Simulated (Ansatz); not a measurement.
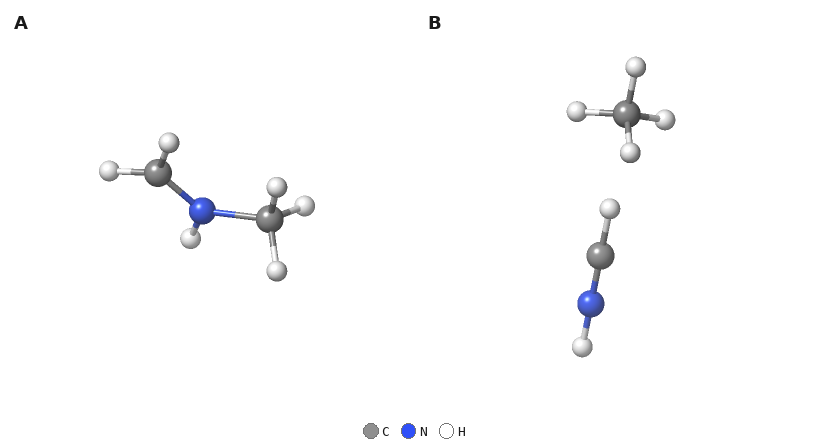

2 stationary structures of one formula. The species has charge +1 and is a spin singlet. Geometries: PBE0-D4/def2-TZVP. Electronic energies: RHF-CCSD(T) (frozen core)/def2-TZVPP (Ansatz 0.2.0), without zero-point energy. No frequency run is at hand to confirm each as a minimum. Each is one conformer, not always the lowest.

**Rank them by energy, lowest first.**

A is lowest; B lies 1.681 eV above it.
